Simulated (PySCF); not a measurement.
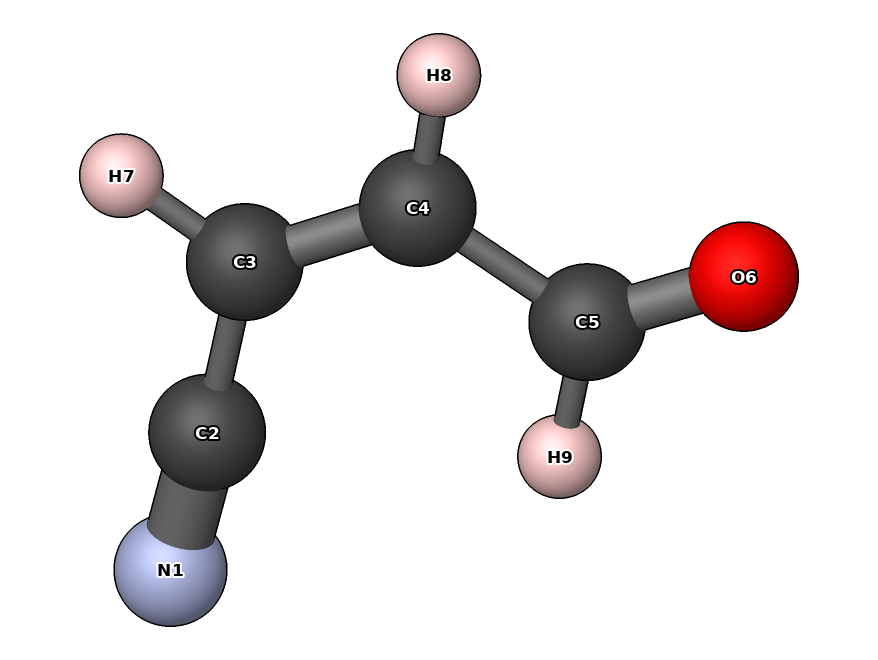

The thickness of each stick grows with its Mayer bond order. The computed structure is the end point of a GFN2-xTB optimisation. No frequency run is at hand to confirm it as a minimum. Level of theory: PBE0/pcSseg-1 (PySCF 2.14.0).

Which bond has the highest Mayer bond order?

N1–C2, 2.96, at a length of 1.147 Å.

List the Mayer bond orders of N1–C2, C2–C3, C3–C4, C3–H7, C4–C5, C4–H8, C5–O6, C5–H9.

```tsv
bond	Mayer order	length (Å)
N1–C2	2.96	1.147
C2–C3	1.05	1.410
C3–C4	1.76	1.339
C3–H7	0.93	1.083
C4–C5	1.03	1.468
C4–H8	0.95	1.081
C5–O6	1.97	1.202
C5–H9	0.93	1.107
```
